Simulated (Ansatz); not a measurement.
# Te2Mo (P6_3/mmc): how G0W0 depends on its starting point

How much of the starting functional survives in the G0W0 gap of Te2Mo (P6_3/mmc)?

Method: G0W0 on several functionals, plane waves, PAW, in Ansatz 0.2.0.

In doubt: masses and optical values from hybrid runs of this build are listed as unsure (step 4), which bears on the screening that GW takes from such a start.

## Step 1: The structure

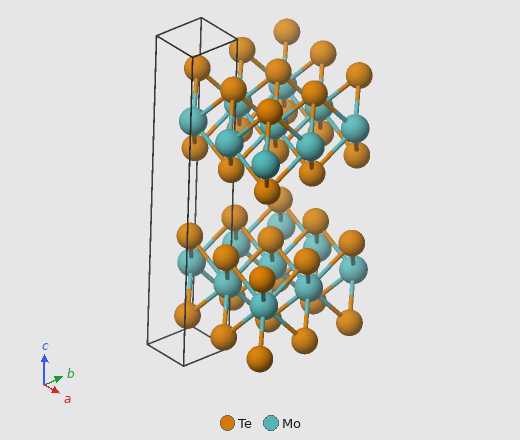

Start, viewed slightly off an axis; tellurium orange, molybdenum teal. 3×3×1 cells are drawn.

The cell and positions come from the Crystallography Open Database and are kept as given unless a step says otherwise. Spin-orbit coupling is left out unless a step names it. The default PAW set here is soft_2. Its files were made with PBE.

## Step 2: G0W0 on LDA

G0W0 replaces the xc potential by the self-energy, built once from these orbitals. Only a window of levels is corrected, while the sums run over the empty bands that the input names.

This step: G0W0 on LDA, plane waves, PAW.

The input, input.yaml:

```yaml
crystal:
  lattice:
    - [3.5182, 0.0, 0.0]
    - [-1.7591, 3.0468505756, 0.0]
    - [0.0, 0.0, 13.9736]
  atoms:
    - { symbol: Te, position: [0.3333333333, 0.6666666667, 0.621] }
    - { symbol: Te, position: [0.6666666667, 0.3333333333, 0.121] }
    - { symbol: Te, position: [0.3333333333, 0.6666666667, 0.879] }
    - { symbol: Te, position: [0.6666666667, 0.3333333333, 0.379] }
    - { symbol: Mo, position: [0.3333333333, 0.6666666667, 0.25] }
    - { symbol: Mo, position: [0.6666666667, 0.3333333333, 0.75] }
kpoints:
  mp_grid: { grid: [6, 6, 2] }
hamiltonian:
  xc: lda
scf:
  occupations: { method: fixed }
gw:
  n_empty_bands: 1035
  ecut_chi: 210.0
  qp_bands: [v2, c2]
  qp_kpoints: band_edges
  screening: { model: contour_deformation }
```

On the command line:

```sh
$ ansatz run input.yaml --threads 3 --pin off --max-ram 92160MiB --backend cuda --events-out ev --progress --plain --runs-dir out --devices 1 --max-vram 13GiB  # rebuilt from the run's record
```

Numbers of over 12 decimals in the logs are rounded to 6 here.

The log of the run:

```text
GPUs: using 1 of 1 available (devices: 1).
Engine: ansatz 0.2.0, x86_64-unknown-linux-gnu
Pseudopotentials: kind: paw
Pseudopotential: Te, paw, valence charge 16, recommended cutoff 420 eV (normal), Te.paw.azcp
Pseudopotential: Mo, paw, valence charge 14, recommended cutoff 420 eV (normal), Mo.paw.azcp
Functional definition: SPW92
  exchange = slater_x
  correlation = pw_c
device memory: the entry about to start is reckoned to put 2.7 GiB on a device that reports 52.4 GiB free (of which the cap on the GPU budget leaves the run 13.0 GiB)
GPU FFT provider: cuFFT
GPU libraries: cuBLAS 13.8.2, cuFFT 12.4.0, cuSOLVER 12.3.4
Crystal: 6 atoms, lattice volume = 149.789 Å³
Basis set: ecut = 420 eV, 2909 PW (Γ)
Bands: 56, of which v1, the nominal top of the filled ones, is band 46 counted from 1 (45 counted from 0)
Symmetry: 24 space group operations
Space group: P63/mmc (ITA 194), of the structure as read, at distance tolerance 5.3e-5 Å
k-points: 14 of 72
Non-local potential: Te, projectors of the file, l = 0: 2, l = 1: 2, l = 2: 2, l = 3: 2
Non-local potential: Mo, projectors of the file, l = 0: 3, l = 1: 2, l = 2: 2, l = 3: 1
PAW form: soft (Blöchl's): semilocal exchange-correlation on the pseudo side does not see the compensation charge
PAW frozen core: Te, regenerated for the run's functional, and the local potential with it (the file was generated under x = pbe(κ = 0.804, μ = 0.219515), c = pbe(β = 0.066725))
PAW frozen core: Mo, regenerated for the run's functional, and the local potential with it (the file was generated under x = pbe(κ = 0.804, μ = 0.219515), c = pbe(β = 0.066725))
PAW one-centre angular grid: Te, 590 points (default); XC on 64 Gauss nodes
PAW one-centre angular grid: Mo, 590 points (default); XC on 64 Gauss nodes
Initial density: superposition of atomic densities (neutral atoms: chi_scale 0, normalization atom), corrected by the library's trained network
Initial wavefunctions: pseudopotential atomic-orbital guess
GPU buffer pool allocated for 55296 grid points (all kernels)
GPU transforms: local potential and band sums: pruned to the plane-wave sphere, on 24×24×96
Functional: x = slater, c = lda
SCF iter   1: F=—  HF=-36996.214436 eV  |F-HF|=—  |Δ(HF+E_count)|=         —  Δρ=7.35e-3  dr2=6.36e-2  ethr=1.77e-3  ⟨swp⟩=5.0  Hψ=2460  notcnv=0  defer=92
preconditioner: auto → Resta (q_TF=auto, 2.515 Å⁻¹)  ε∞=6.9  [insulator: Δε(μ)=0.789 eV  Ē_g=7.489 eV  n_scr=52 (ndim 8)  ℏωp=18.2 eV  f_vac=0.021  ε∞_Penn≈6.9]
SCF iter   2: F=—  HF=-36996.209361 eV  |F-HF|=—  |Δ(HF+E_count)|=   5.08e-3  Δρ=3.89e-3  dr2=1.70e-2  ethr=6.91e-5  ⟨swp⟩=2.5  Hψ=1133  notcnv=0  defer=110
SCF iter   3: F=—  HF=-36996.208172 eV  |F-HF|=—  |Δ(HF+E_count)|=   1.19e-3  Δρ=2.13e-3  dr2=5.28e-3  ethr=1.84e-5  ⟨swp⟩=2.0  Hψ=901  notcnv=0  defer=109
SCF iter   4: F=—  HF=-36996.207856 eV  |F-HF|=—  |Δ(HF+E_count)|=   3.16e-4  Δρ=3.24e-4  dr2=1.41e-4  ethr=5.74e-6  ⟨swp⟩=1.9  Hψ=825  notcnv=0  defer=111
SCF iter   5: F=—  HF=-36996.207864 eV  |F-HF|=—  |Δ(HF+E_count)|=   8.48e-6  Δρ=7.81e-5  dr2=9.41e-6  ethr=1.53e-7  ⟨swp⟩=2.0  Hψ=996  notcnv=0  defer=73
SCF iter   6: F=—  HF=-36996.207867 eV  |F-HF|=—  |Δ(HF+E_count)|=   2.87e-6  Δρ=1.98e-5  dr2=1.02e-6  ethr=1.02e-8  ⟨swp⟩=2.0  Hψ=862  notcnv=0  defer=56
SCF iter   7: F=—  HF=-36996.207867 eV  |F-HF|=—  |Δ(HF+E_count)|=   2.07e-7  Δρ=7.09e-6  dr2=1.15e-7  ethr=1.11e-9  ⟨swp⟩=3.0  Hψ=1438  notcnv=0  defer=56
SCF iter   8: F=-36996.207867 eV  HF=-36996.207867 eV  |F-HF|=1.60e-9  |Δ(HF+E_count)|=   1.89e-9  Δρ=1.50e-6  dr2=3.80e-9  ethr=1.09e-10  ⟨swp⟩=10.0  Hψ=2645  notcnv=0
SCF 1 converged in 8 iterations: F = -36996.207867 eV  dr2 = 3.80e-9
  greatest PAW one-centre occupation: 0.999 electrons in one spin orbital (limit 2), on the Te atom at site 3 (counted from 0), in its partial waves of l = 2
device memory: the entry about to start is reckoned to put 3.3 GiB (of the 3.4 GiB reckoned in all, the device holds 0.1 GiB already) on a device that reports 49.1 GiB free (of which the cap on the GPU budget leaves the run 13.0 GiB)
NSCF: frozen V_eff on 14 k-points
the band table was solved once the SCF had ended and its energy, with any forces and stress, was formed, with the checks that follow a solve (3056 applications of the Hamiltonian). They found nothing against the state; the energy, forces and stress were not computed again (output.eigenvalues in the input reference)
device memory: the entry about to start is reckoned to put 6.7 GiB on a device that reports 49.9 GiB free (of which the cap on the GPU budget leaves the run 13.0 GiB)
NSCF: frozen V_eff on 14 k-points
G₀W₀ screening: q 1/14
[... further progress lines ...]
SCF converged after 8 iterations
Free energy (F): -36996.207867 eV
Harris-Foulkes:  -36996.207867 eV  (|F-HF|=1.60e-9)
Internal energy: -36996.207867 eV  (E = F + TS)
E sigma→0 (E₀):  -36996.207867 eV
Fermi energy:    12.161265 eV
--- Per-component energies (eV) ---
  E_band       = -1166.665672
  E_kinetic    = 1614.670065
  E_local      = -7434.680430  (includes V_loc(G=0)·N_el)
  E_nonlocal   = -920.583345
  E_hartree    = 4140.638910
  E_xc         = -862.195752
  E_vxc        = -879.370881  (∫ρ·V_xc dr)
  E_paw        = -24221.095309  (= ΣΔE_a)
  E_vpaw       = -1827.982796  (= ΣTr[D̂ρ^β])
  E_aug_tail   = -0.000669  (compensation charges beyond the density's cutoff)
  E_ewald      = -9316.621616
  E_core_change = 3.660277  (= ΣΔE_core)
  E_smearing   = -0.000000  (= −TS)
  E_closure    = 0.000000  (closes the sum)
  Σ components = -36996.207867   (vs F -36996.207867, Δ=0.00e0)
--- Band table (eV; the first three rows and the last of 14) ---
  k-point 0: bands = [... 42 lower, 11.1451, 11.1451, 11.8473, 12.1613, 15.0400, 15.0400, 15.1716, 15.1716, ... 6 higher]
  k-point 1: bands = [... 42 lower, 11.1274, 11.1274, 12.0828, 12.0828, 15.0772, 15.0772, 15.0772, 15.0772, ... 6 higher]
  k-point 2: bands = [... 42 lower, 10.9373, 11.1706, 11.7152, 11.8888, 13.9256, 14.1996, 14.2392, 14.4763, ... 6 higher]
  k-point 13: bands = [... 42 lower, 10.1740, 10.1740, 11.9370, 11.9370, 13.1202, 13.1202, 13.7767, 13.7767, ... 6 higher]
--- G₀W₀: contour deformation, 8 samples at zero and on the imaginary axis and 1 off it, 72 q-points, 1035 empty bands' worth ---
  eigenvalues of the whole cell's RPA ε∞ on this k-mesh (on a slab, of 1 + 4πα/V) = 10.9772, 19.7939, 19.7939; static W/v taken at q = 0 is 0.053604
  bands read: the sum over 1081 bands ends inside a degenerate multiplet in 7 slots, whose members it reads at an even weight; the widest, k=1: bands 1079 to 1082 (counted from 1) at 3/4 each
  gw.qp_kpoints: band_edges: 13 of 14 stored k-points solved, in 1 pass; an edge of the gap read off the rows below is read off those points alone
    valence top: of the k-points left out ik 5 came nearest to being solved in a further pass, in band 46 (counted from 1, as in the quasiparticle table): it holds the edge there only if its correction is more favourable than any solved in that band by at least 0.767 eV; those differ by 0.429 eV
    conduction bottom: of the k-points left out ik 5 came nearest to being solved in a further pass, in band 47 (counted from 1, as in the quasiparticle table): it holds the edge there only if its correction is more favourable than any solved in that band by at least 0.483 eV; those differ by 0.225 eV
    ik  band        ε_KS         Σx   Σc(E_QP)       V_xc       Z   E_QP_lin       E_QP  E_QP is
     0    45     11.8473   -16.2660     0.8515   -15.0768  0.7653    11.5074    11.5096  root
     0    46     12.1613   -18.8155     0.0749   -18.7899  0.7203    12.2105    12.2106  root
     0    47     15.0400   -12.6947    -4.3296   -17.2218  0.7281    15.2388    15.2376  root
     0    48     15.0400   -12.6947    -4.3296   -17.2218  0.7281    15.2388    15.2376  root
     1    45     12.0828   -18.2147     0.2768   -17.9037  0.7300    12.0485    12.0485  root
     1    46     12.0828   -18.2147     0.2768   -17.9037  0.7300    12.0485    12.0485  root
     1    47     15.0772   -12.6699    -4.3570   -17.2151  0.7251    15.2666    15.2654  root
     1    48     15.0772   -12.6699    -4.3570   -17.2151  0.7251    15.2666    15.2654  root
     2    45     11.7152   -18.6299     0.3963   -18.2714  0.7183    11.7530    11.7530  root
     2    46     11.8888   -16.3449     0.7774   -15.2488  0.7657    11.5683    11.5701  root
     2    47     13.9256   -13.0926    -4.2493   -17.5746  0.7243    14.1600    14.1583  root
     2    48     14.1996   -13.5660    -4.3111   -18.1983  0.7383    14.5235    14.5208  root
     3    45     11.7644   -17.9040     0.5115   -17.3207  0.7330    11.6925    11.6926  root
     3    46     11.7644   -17.9040     0.5115   -17.3207  0.7330    11.6925    11.6926  root
     3    47     14.0882   -13.3233    -4.2854   -17.8577  0.7248    14.3392    14.3371  root
     3    48     14.0882   -13.3233    -4.2854   -17.8577  0.7248    14.3392    14.3371  root
     4    45     11.2576   -17.9168     0.9305   -16.8812  0.7283    11.1522    11.1525  root
     4    46     11.4040   -18.2634     0.7870   -17.4099  0.7277    11.3375    11.3376  root
     4    47     13.2546   -14.0152    -4.2363   -18.5793  0.7152    13.5852    13.5825  root
     4    48     13.6444   -14.3831    -4.1524   -18.8213  0.7134    13.9327    13.9302  root
     6    45     11.5570   -16.5941     0.8278   -15.5237  0.7530    11.3131    11.3144  root
     6    46     11.8476   -17.0598     0.6651   -16.1836  0.7544    11.6356    11.6364  root
     6    47     13.4165   -16.0304    -4.4120   -20.8558  0.6949    13.8350    13.8298  root
     6    48     13.4746   -15.7676    -4.4493   -20.6142  0.6962    13.8767    13.8718  root
[...]
12    45     11.8404   -17.8188     0.1331   -17.7732  0.7126    11.9278    11.9280  root
    12    46     12.0822   -18.5391    -0.0514   -18.7005  0.7123    12.1920    12.1923  root
    12    47     13.1135   -15.3113    -4.2019   -19.8795  0.7030    13.4830    13.4797  root
    12    48     13.1135   -15.3113    -4.2019   -19.8795  0.7030    13.4830    13.4797  root
    13    45     11.9370   -18.0336     0.0386   -18.0929  0.7132    12.0348    12.0350  root
    13    46     11.9370   -18.0336     0.0386   -18.0929  0.7132    12.0348    12.0350  root
    13    47     13.1202   -15.3061    -4.2057   -19.8766  0.7031    13.4882    13.4850  root
    13    48     13.1202   -15.3061    -4.2057   -19.8766  0.7031    13.4882    13.4850  root
```

It took 2.4 min on 1 × NVIDIA H100 80GB HBM3 (shared by 6 runs) with 3 threads of AMD EPYC 7R13 (Zen 3), shared host; peak memory 4.5 GiB.

The column dr2 measures how far the density is from self-consistency, as an energy; F and HF (Harris–Foulkes) agree once it is small.

Numbers from this step:

* bands summed: 1081
* RPA ε∞ on this mesh (eigenvalues): 10.98, 19.79, 19.79
* plane waves in the screening matrix: 999
* q-points in the mesh: 72
* G0W0 gap on the mesh: 1.013 eV
* k of the valence top: 0, 0, 0
* k of the conduction bottom: 0.1667, 0.1667, 0
* starting gap on the mesh: 0.7954 eV
* Z at the valence top: 0.7203
* Z at the conduction bottom: 0.7342
* least direct G0W0 gap on the computed points: 1.287 eV

The gap on the mesh goes from 0.80 eV to 1.01 eV, a correction of +0.22 eV. Between the two edge states, bare exchange in place of the xc potential would open the gap by 4.06 eV, and correlation takes back 3.84 eV.

## Step 3: G0W0 on PBE

The same correction from a different start measures what one shot leaves open.

This step: G0W0 on PBE, plane waves, PAW.

input.yaml, as its differences from that of step 2:

```diff
@@ -15,3 +15,3 @@
 hamiltonian:
-  xc: lda
+  xc: pbe
 scf:
```

The log of the run:

```text
GPUs: using 1 of 1 available (devices: 1).
[...]
GPU FFT provider: cuFFT
GPU libraries: cuBLAS 13.8.2, cuFFT 12.4.0, cuSOLVER 12.3.4
Crystal: 6 atoms, lattice volume = 149.789 Å³
Basis set: ecut = 420 eV, 2909 PW (Γ)
Bands: 56, of which v1, the nominal top of the filled ones, is band 46 counted from 1 (45 counted from 0)
[... 1 set-up line as in the run before ...]
[...]
k-points: 14 of 72
[...]
GPU buffer pool allocated for 55296 grid points (all kernels)
[...]
SCF iter   1: F=—  HF=-37833.381216 eV  |F-HF|=—  |Δ(HF+E_count)|=         —  Δρ=4.19e-3  dr2=8.71e-3  ethr=1.77e-3  ⟨swp⟩=5.0  Hψ=2460  notcnv=0  defer=95
[...]
SCF iter   7: F=-37833.393800 eV  HF=-37833.393800 eV  |F-HF|=1.89e-8  |Δ(HF+E_count)|=   3.60e-7  Δρ=4.25e-6  dr2=3.42e-8  ethr=1.09e-10  ⟨swp⟩=10.9  Hψ=2886  notcnv=0
SCF 1 converged in 7 iterations: F = -37833.393800 eV  dr2 = 3.42e-8
[...]
NSCF: frozen V_eff on 14 k-points
[...]
G₀W₀ screening: q 1/14
[... further progress lines ...]
SCF converged after 7 iterations
Free energy (F): -37833.393800 eV
[...]
Internal energy: -37833.393800 eV  (E = F + TS)
E sigma→0 (E₀):  -37833.393800 eV
Fermi energy:    12.476785 eV
[...]
--- Band table (eV; the first three rows and the last of 14) ---
  k-point 0: bands = [... 42 lower, 11.4630, 11.4630, 12.1533, 12.4768, 15.3790, 15.3790, 15.5118, 15.5118, ... 6 higher]
  k-point 1: bands = [... 42 lower, 11.4454, 11.4454, 12.3955, 12.3955, 15.4167, 15.4167, 15.4167, 15.4167, ... 6 higher]
  k-point 2: bands = [... 42 lower, 11.2493, 11.4875, 12.0321, 12.1938, 14.2805, 14.5480, 14.5744, 14.8163, ... 6 higher]
  k-point 13: bands = [... 42 lower, 10.4828, 10.4828, 12.2673, 12.2673, 13.4563, 13.4563, 14.1035, 14.1035, ... 6 higher]
[...]
0    45     12.1533   -16.2237     0.9418   -14.7039  0.7655    11.5681    11.5755  root
     0    46     12.4768   -18.8277     0.1577   -18.5220  0.7209    12.3286    12.3289  root
     0    47     15.3790   -12.6210    -4.2425   -16.8236  0.7288    15.3391    15.3391  root
     0    48     15.3790   -12.6210    -4.2425   -16.8236  0.7288    15.3391    15.3391  root
     1    45     12.3955   -18.2145     0.3615   -17.6124  0.7305    12.1540    12.1550  root
     1    46     12.3955   -18.2145     0.3615   -17.6124  0.7305    12.1540    12.1550  root
     1    47     15.4167   -12.5953    -4.2690   -16.8153  0.7259    15.3678    15.3677  root
     1    48     15.4167   -12.5953    -4.2690   -16.8153  0.7259    15.3678    15.3677  root
[...]
13    45     12.2673   -18.0639     0.1128   -17.8507  0.7137    12.1669    12.1671  root
    13    46     12.2673   -18.0639     0.1128   -17.8507  0.7137    12.1669    12.1671  root
    13    47     13.4563   -15.3359    -4.1258   -19.6408  0.7037    13.6361    13.6354  root
    13    48     13.4563   -15.3359    -4.1258   -19.6408  0.7037    13.6361    13.6354  root
```

Wall time 100 s (1 × NVIDIA H100 80GB HBM3 (shared by 6 runs) with 3 threads); peak memory 4.5 GiB.

Numbers from this step:

| Property | Result |
| --- | --- |
| bands summed | 1081 |
| RPA ε∞ on this mesh (eigenvalues) | 10.65, 19.51, 19.51 |
| plane waves in the screening matrix | 999 |
| q-points in the mesh | 72 |
| G0W0 gap on the mesh | 1.018 eV |
| k of the valence top | 0, 0, 0 |
| k of the conduction bottom | 0.1667, 0.1667, 0 |
| starting gap on the mesh | 0.8260 eV |
| Z at the valence top | 0.7209 |
| Z at the conduction bottom | 0.7346 |
| least direct G0W0 gap on the computed points | 1.305 eV |

Against the run with 6×6×2 mesh, 1035 empty bands, screening to 210 eV on LDA, the gap moves by +0.004 eV, while the start moved by +0.03 eV.

## Step 4: G0W0 on HSE06

This step: G0W0 on HSE06, plane waves, PAW.

input.yaml, as its differences from that of step 3:

```diff
@@ -15,3 +15,3 @@
 hamiltonian:
-  xc: pbe
+  xc: hse06
 scf:
```

The log of the run:

```text
GPUs: using 1 of 1 available (devices: 1).
[...]
davidson cushion auto → on  (no smearing: the cushion is to keep the highest requested band from converging to the state above it; pin scf.eigensolver.cushion to override)
[...]
GPU FFT provider: cuFFT
GPU libraries: cuBLAS 13.8.2, cuFFT 12.4.0, cuSOLVER 12.3.4
Crystal: 6 atoms, lattice volume = 149.789 Å³
Basis set: ecut = 420 eV, 2909 PW (Γ)
[...]
1    47     15.6949   -12.4397    -4.1756   -16.3987  0.7558    15.4795    15.4783  root
     1    48     15.6949   -12.4397    -4.1756   -16.3987  0.7558    15.4795    15.4783  root
[...]
13    45     11.9607   -17.9476     0.0977   -17.8583  0.7432    11.9691    11.9691  root
    13    46     11.9607   -17.9476     0.0977   -17.8583  0.7432    11.9691    11.9691  root
    13    47     13.5775   -15.1061    -4.0234   -19.1197  0.7343    13.5677    13.5677  root
    13    48     13.5775   -15.1061    -4.0234   -19.1197  0.7343    13.5677    13.5677  root
[key lines of the parts left out:]
Free energy (F): -37855.111714 eV
Fermi energy:    12.167304 eV
```

It took 5 min on 1 × NVIDIA H100 80GB HBM3 (shared by 6 runs) with 3 threads; peak memory 4.7 GiB; 7.2 min of CPU time.

Numbers from this step:

```yaml
bands_summed: 1081
rpa_eps_infinity_on_this_mesh_eigenvalues: 8.233, 14.96, 14.96
plane_waves_in_the_screening_matrix: 999
g0w0_gap_on_the_mesh: 1.189 eV
k_of_the_valence_top: 0, 0, 0
k_of_the_conduction_bottom: 0.1667, 0.1667, 0
starting_gap_on_the_mesh: 1.238 eV
least_direct_g0w0_gap_on_the_computed_points: 1.438 eV
```

Against the run with 6×6×2 mesh, 1035 empty bands, screening to 210 eV on PBE, the gap moves by +0.17 eV, while the start moved by +0.41 eV.

## Step 5: The starts together

All on the 6×6×2 mesh with 1035 empty bands and screening to 210 eV. Times are wall times on 1 × NVIDIA H100 80GB HBM3 (shared by 6 runs) with 3 threads of AMD EPYC 7R13 (Zen 3), shared host, good to a factor of about two.

```tsv
start	starting gap (eV)	shift (eV)	G0W0 gap (eV)	RPA ε∞ (harmonic mean)	Z (valence, conduction)	time
LDA	0.80	+0.22	1.01	15.61	0.72, 0.73	2.4 min
PBE	0.83	+0.19	1.02	15.27	0.72, 0.73	100 s
HSE06	1.24	−0.05	1.19	11.76	0.75, 0.76	5 min
```

The parts of the quasiparticle energy at the two band edges (eV; QP = start + Σx + Σc − Vxc):

```tsv
run	edge	start	Σx	Σc	Vxc	Z	QP
LDA	valence top	12.16	-18.82	0.07	-18.79	0.72	12.21
LDA	conduction bottom	12.96	-13.10	-3.76	-17.13	0.73	13.22
PBE	valence top	12.48	-18.83	0.16	-18.52	0.72	12.33
PBE	conduction bottom	13.30	-13.10	-3.69	-16.84	0.73	13.35
HSE06	valence top	12.17	-18.74	0.18	-18.54	0.75	12.14
HSE06	conduction bottom	13.41	-12.80	-3.67	-16.39	0.76	13.33
```

For a hybrid start, Vxc holds its share of exact exchange.

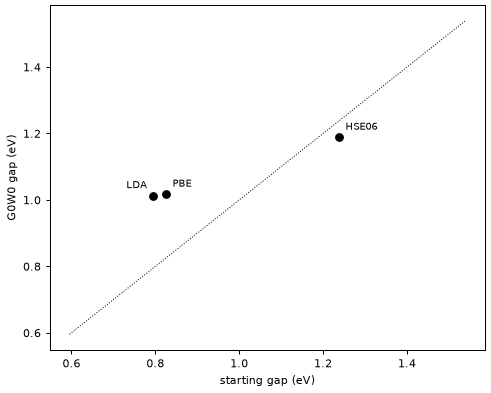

G0W0 gap against starting gap; on the dotted line the correction would vanish.

## Step 6: What came out

```yaml
g0w0_lda: 1.01 eV (start 0.80 eV)
g0w0_pbe: 1.02 eV (start 0.83 eV)
g0w0_hse06: 1.19 eV (start 1.24 eV)
known_limits: not at the basis limit; no spin-orbit coupling; coarse k mesh
```

What this shows: The starting gaps span 0.44 eV and the G0W0 gaps 0.18 eV. Between LDA and HSE06, 0.18 eV of the 0.44 eV survives, 40 %. HSE06 screens less than LDA (ε∞ 11.76 against 15.61). Of the 0.18 eV by which its G0W0 gap is higher, the correlation part gives −0.01 eV, and exchange with the one-particle terms, which follow the orbitals, +0.18 eV. The smallest correction, −0.05 eV, is on HSE06, the start nearest to reproducing itself. Bands and cutoff are finite, so the gap is not at the basis limit. The miss can reach some tenths of an eV and take either sign; the mesh is an error of its own. The 6×6×2 mesh is coarse for this cell (its supercell is 21 Å along the shortest edge). The RPA ε∞ on it, from the LDA start, is 10.98 and 19.79; such meshes misread the long-range screening, most where the gap is narrow. The many-body steps are scalar-relativistic: spin-orbit coupling is not in them.

[Paths, hosts, dates, memory and timing lines, banners, echoed tables and standing remarks are left out of the program output.]

[Logs are printed without paths, hosts, clocks, repeated set-up lines and the standing remarks that a program may print on its own settings, such as how far it seeks lower states.]

[Runs of the session that timed out or met a known fault of the program may be left out.]

[Cells called generated may have been cut or substituted from an entry of the Crystallography Open Database or the Materials Project.]

[Hosts, paths, dates, database ids (printed as entryN), source tags and the programs' standing remarks are cut or masked in the printed files.]
